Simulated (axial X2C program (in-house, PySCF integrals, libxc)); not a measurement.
# A two-component session on TaN⁺: EOM-IP-CCSD levels

Wanted for TaN⁺: EOM-IP-CCSD levels, at the two-component level.

Program: an in-house X2C program for linear molecules on PySCF integrals. Level of theory: two-component X2C with atomic mean-field terms, Ta dyall-cv3z, N dyall-av3z. These are calculated values, not measurements.

### 1 The job

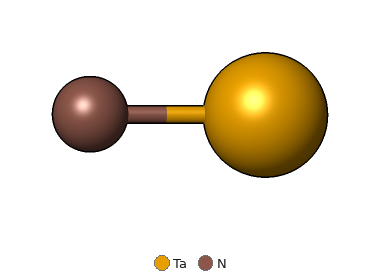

The two atoms at 1.860 Å (tantalum amber, nitrogen brown).

task.json

```json
{"zs": [73, 7], "q": 1, "bas": ["dyall-cv3z", "dyall-av3z"], "r0": 1.86, "eom": "ip", "rq": 0, "thr": -2.0, "nmax": 95, "grid": [1, 0.96, 1.045, 0.92, 1.09, 1.15]}
```

Keys: zs atomic numbers; q charge; bas basis sets; r0 starting distance in Å; eom kind of EOM run; thr threshold in hartree for freezing inner shells (an s shell follows its p shell); nmax most natural virtual spinors; grid distances as factors.

Command:

```bash
> python soeom.py task.json out
```

Further steps of the session: EOM-IP-CCSD at 1.674 Å.

Q: Predict the outcome of this session. Wanted: next root led by one particle; T1 of the reference; lowest state, Re and ωe.

As calculated:

```
                     quantity                             value
       lowest root at 1.674 Å                 Ω = 1/2, 8.467 eV
next root led by one particle  Ω = 1/2, about 16700 cm⁻¹ higher
          T1 of the reference                             0.027
      lowest state, Re and ωe                1.649 Å, 1154 cm⁻¹
```

What this shows: Removing an electron from the reference determinant of TaN costs 8.47 eV and empties a spinor of 57% Ta sσ, 16% N pσ, 10% Ta pσ. Errors of 0.1 to 0.3 eV are usual at this size, and roots led by higher excitations are left out, so the list is incomplete, and low states of that kind can be missing. T1 or the largest double amplitude of the reference is raised, which lowers the reliability. The bond is 0.026 Å shorter than in the closed-shell reference at CCSD (1.675 Å).
